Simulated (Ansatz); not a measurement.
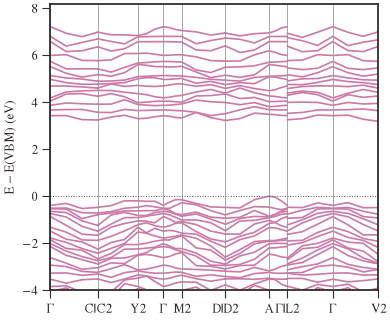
Figure. Band structure from plane-wave PAW HSE06 (Ansatz code)

Question: Read off the gap and where the band edges lie.

Answer: About 3.2 eV (3.18 eV among the points solved); maximum at A, minimum at V2.

Question: Pick the material that matches.
(A) LiAgF4, C2/c (Li on 4e, Ag on 4d, F on 8f, F on 8f)
(B) MnO2, C2/m (Pearson symbol mS24)
(C) Cs2WO2F4, C2/m (Cs on 4i, W on 2a, O on 4i, F on 8j)

Answer: B, MnO2, C2/m (Pearson symbol mS24)

The workflow started from a Materials Project entry (that database holds measured and hypothetical structures alike); the Crystallography Open Database files this formula in space group No. 12, but the cells were not matched. It is not the phase usual at ambient conditions (space group No. 136). The HSE06 relaxation kept the symmetry of its start, as lowered by the spin order; whether a distortion lowers the energy is not shown. The final state is antiferromagnetic, the only order run, not a proven ground state. Other orbital occupations within this spin state were not tried. The hybrid was solved on a coarse mesh, the path and, where they were found, the r²SCAN edge points; its band edges are the extreme levels among these.

Potentials: the later of the program's two PAW sets.
